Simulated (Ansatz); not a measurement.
H22In8N8

The calculation's input:

```
crystal:
  periodic: [false, false, false]
  atoms:
    - {symbol: In, position_ang: [0.451601, -3.945465, -1.303721]}
    - {symbol: N, position_ang: [0.398059, -3.757750, 0.954525]}
    - {symbol: N, position_ang: [0.450422, -1.750495, -1.719260]}
    - {symbol: In, position_ang: [-1.415048, -0.814885, -1.048443]}
    - {symbol: In, position_ang: [0.516289, -1.766371, 1.970735]}
    - {symbol: N, position_ang: [-1.197236, -0.691974, 1.138316]}
    - {symbol: N, position_ang: [-1.291260, 1.269394, -1.716160]}
    - {symbol: In, position_ang: [-3.189768, 2.369627, -1.296984]}
    - {symbol: In, position_ang: [-1.268900, 1.327965, 1.973869]}
    - {symbol: N, position_ang: [-3.053806, 2.222387, 0.960771]}
    - {symbol: In, position_ang: [2.349450, -0.893155, -1.109001]}
    - {symbol: N, position_ang: [2.183923, -0.730023, 1.052558]}
    - {symbol: N, position_ang: [2.173800, 1.255562, -1.718194]}
    - {symbol: In, position_ang: [0.402404, 2.482843, -1.105717]}
    - {symbol: In, position_ang: [2.391246, 1.377834, 1.803463]}
    - {symbol: N, position_ang: [0.462064, 2.254487, 1.055459]}
    - {symbol: H, position_ang: [-1.100511, -4.603861, -1.742098]}
    - {symbol: H, position_ang: [2.054467, -4.552703, -1.636529]}
    - {symbol: H, position_ang: [-0.460143, -4.221676, 1.290308]}
    - {symbol: H, position_ang: [1.159916, -4.341250, 1.333433]}
    - {symbol: H, position_ang: [0.424509, -1.689902, -2.752551]}
    - {symbol: H, position_ang: [-2.870205, -1.653265, -1.513332]}
    - {symbol: H, position_ang: [0.533893, -2.003823, 3.696094]}
    - {symbol: H, position_ang: [-2.029501, -1.172510, 1.521027]}
    - {symbol: H, position_ang: [-1.252944, 1.218108, -2.749566]}
    - {symbol: H, position_ang: [-4.537713, 1.358335, -1.738588]}
    - {symbol: H, position_ang: [-2.911396, 4.061977, -1.624377]}
    - {symbol: H, position_ang: [-1.463692, 1.459896, 3.699612]}
    - {symbol: H, position_ang: [-3.883984, 1.709011, 1.295053]}
    - {symbol: H, position_ang: [-3.179359, 3.172575, 1.342680]}
    - {symbol: H, position_ang: [3.819009, -1.569008, -1.751442]}
    - {symbol: H, position_ang: [3.033731, -1.181559, 1.432985]}
    - {symbol: H, position_ang: [2.294436, 1.326163, -2.740068]}
    - {symbol: H, position_ang: [3.001107, 1.732325, -1.321271]}
    - {symbol: H, position_ang: [0.553156, 4.094168, -1.745993]}
    - {symbol: H, position_ang: [2.295916, 1.321054, 3.547008]}
    - {symbol: H, position_ang: [3.659292, 2.110364, 0.828040]}
    - {symbol: H, position_ang: [0.496775, 3.215589, 1.437376]}
basis:
  gaussian: {orbitals: def2-TZVP, fitting: {mean_field: def2-universal-jkfit}, initial_orbitals: start.molden}
hamiltonian: {xc: pbe0, dispersion: d4}
scf: {omitted_lower_state_checks: [starts]}
output: {forces: true, orbitals: {seedname: orbitals}}
```

Run with:

```sh
ansatz run in.yaml --threads 2 --pin off --events-out ev --progress --plain --max-ram 22528MiB --backend cuda --devices 0, --max-vram 18GiB
```

Geometry: PBE-D4/def2-SVP; core potentials replace the inner electrons of In; not at a stationary point (largest force 0.6 eV/Å).

These are results of RKS PBE0-D4/def2-TZVP in Ansatz, not measurements.

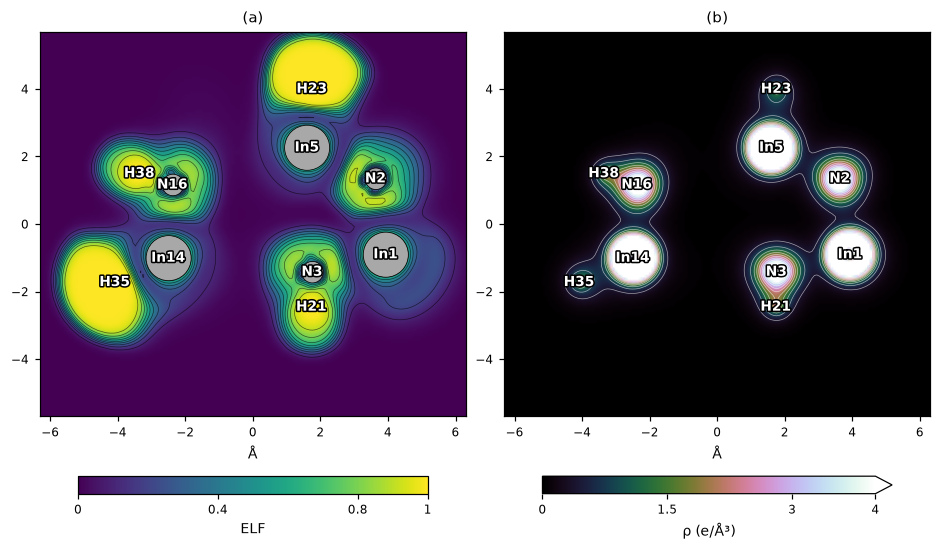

Figure 1. (a) electron localisation function; (b) electron density on the plane of atoms N2, In1 and N3. Grey discs cover the atomic cores in the ELF map.

### Describe what can be read from this map.

The section cuts through In, N and H sites. In–N (2.17 Å): ρ is about 0.57 e/Å³ halfway; the ELF peaks at about 0.90 in the valence shell of N, 0.7 Å from its nucleus, and drops to about 0.15 between the two atoms. N–H (1.04 Å): ρ at the midpoint is about 2.7 e/Å³; the ELF climbs to about 1 towards the hydrogen, as it does in any bond to H (an ordinary covalent bond to hydrogen). In–N (2.23 Å): ρ at the midpoint is about 0.5 e/Å³; the ELF peaks at about 0.90 in the valence shell of N, 0.7 Å from its nucleus, and drops to about 0.15 between the two atoms. In–H (1.74 Å): ρ at the midpoint is about 1.1 e/Å³; the ELF climbs to about 1 towards the hydrogen.

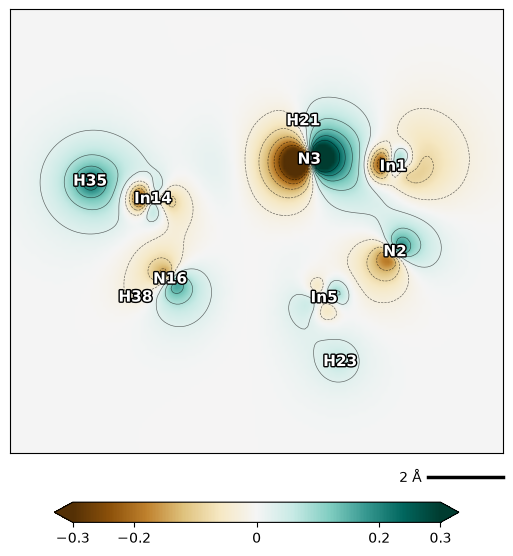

Figure 2. The HOMO on the plane of atoms In1, N3 and H21 (values in Å⁻³ᐟ²; the overall sign is arbitrary).

### Where does this orbital lie, and at what energy?

It lies mainly on N3 (about 20 %), N7 (about 20 %), In1 (about 5 %) and In8 (about 5 %). Its energy is −7.22 eV.

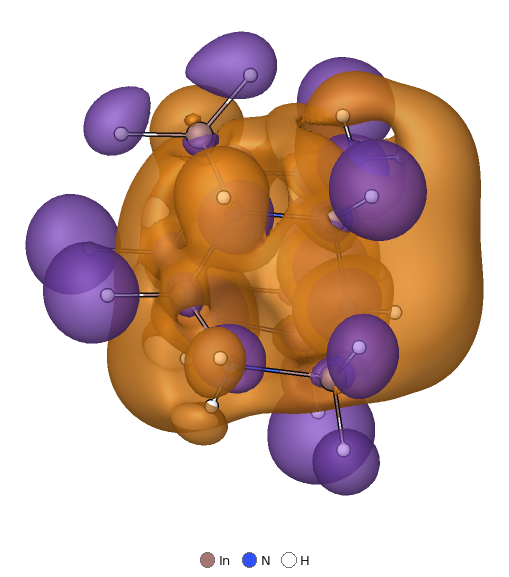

Figure 3. The LUMO at ±0.03 Å⁻³ᐟ² (orange and purple are the two phases), seen at an oblique angle.

### What is the character of this orbital?

No atom holds more than about 10 % of it (Hirshfeld); by element the shares are In 45 %, H 30 % and N 25 %. Its energy is −1.20 eV.
